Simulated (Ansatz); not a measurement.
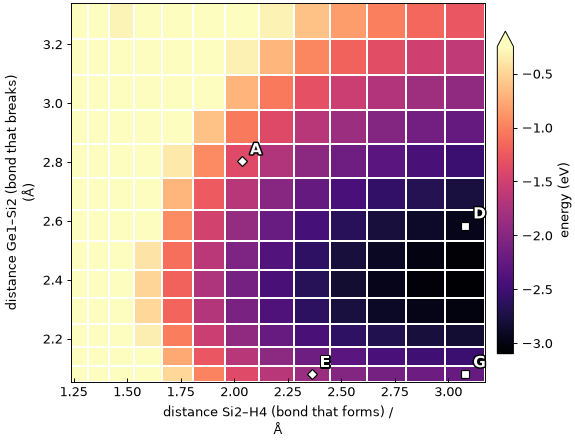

The reacting system GeH6OSi (fragments GeH₆OSi where the first distance is long, GeH₂ + H₄OSi where the second is long). Coordinates scanned: (1) distance Si2–H4 (bond that forms); (2) distance Ge1–Si2 (bond that breaks). Relaxed at each point: all other coordinates. Grid: 13 × 13 points. Points are written as (first, second). Energies are in eV, from a guessed transition structure relaxed with its forming and breaking bonds held. Energies and slopes of some neighbouring points disagree (a jump in structure or state, or too coarse a mesh). The reference is spin-restricted, so regions where a bond is pulled apart into radicals lie too high. Theory: RHF/def2-SVP in Ansatz 0.2.0.

In the figure: one coloured cell a grid point, one colour for all values above the top of the scale, lettered points.

### Is A the lowest point of the computed grid?

No. A lies 1.72 eV above the lowest grid point, which is at (3.078 Å, 2.383 Å).

### Rank the lettered points by energy, lowest first.

D (−2.95 eV), G (−2.22 eV), E (−1.87 eV), A (−1.38 eV).
